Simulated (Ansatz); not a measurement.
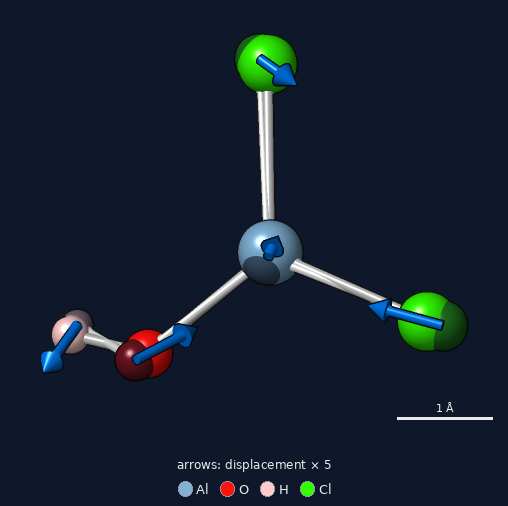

A relaxation of AlHOCl₂. The starting structure is drawn faded, the final one solid; blue arrows show the displacements, 5 times their true length. The two geometries are superimposed by the best rigid fit.

A ball-and-stick model, seen at a tilt.

The run prepares the start of a later molecular dynamics calculation, from a guessed geometry.

Computed with RKS B3LYP/def2-SVP in Ansatz. Set-up: no spin polarisation; force threshold 0.02 eV/Å; at most 40 steps.

Q: Describe the change and its energy.

A: The largest moves after the best rigid fit, 0.19 Å, are those of O and H atoms. Largest moves by element: O 0.19 Å, H 0.19 Å, Cl 0.17 Å, Al 0.07 Å. Near-neighbour distances that change, for instance: Al–Cl 2.230 → 2.087 Å, Al–O 1.780 → 1.688 Å, H–O 1.010 → 0.961 Å. Among the angles between lasting bonds that change: Al–O–H 109.5° → 126.7°, O–Al–Cl 120.0° → 117.6°, O–Al–Cl 120.0° → 122.2°. After 6 accepted moves (7 points after the start) the energy has fallen by 45.0 kJ/mol. The largest force component goes from 1.8 to 0.0076 eV/Å. The line search rejected the trial step at point 2 of the run. Cost: 21 s on 1 thread of Arm Neoverse V1, with other jobs on the host, peak memory 0.14 GiB.
